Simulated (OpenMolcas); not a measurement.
## How basis sets differ on AlF3 (SMILES [F][Al]([F])[F])

AlF3 has 4 atoms, charge 0, and is taken as a singlet. SMILES: `[F][Al]([F])[F]`. Geometry: a GFN2-xTB relaxation, a rough one for these elements and not checked as a minimum.

Each level gives the HOMO–LUMO gap (eV). The values are calculated.

```tsv
level	kind	program	value (eV)
HF/ANO-RCC-MB (DKH2)	Hartree–Fock	OpenMolcas	18.39
HF/STO-3G	Hartree–Fock	OpenMolcas	20.31
HF/3-21G	Hartree–Fock	OpenMolcas	18.49
HF/def2-SVP	Hartree–Fock	OpenMolcas	18.72
HF/ANO-L-VTZP (RICD fitting)	Hartree–Fock	OpenMolcas	18.10
```

The values span 18.10 to 20.31 eV. A Hartree–Fock LUMO above zero doesn't converge with the basis: it sinks as sets grow more diffuse. Orbital gaps aren't excitation energies.

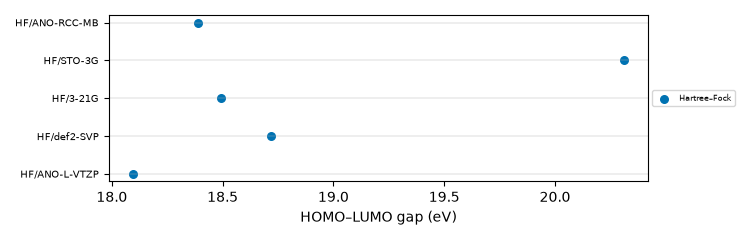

The values of the table, level by level.
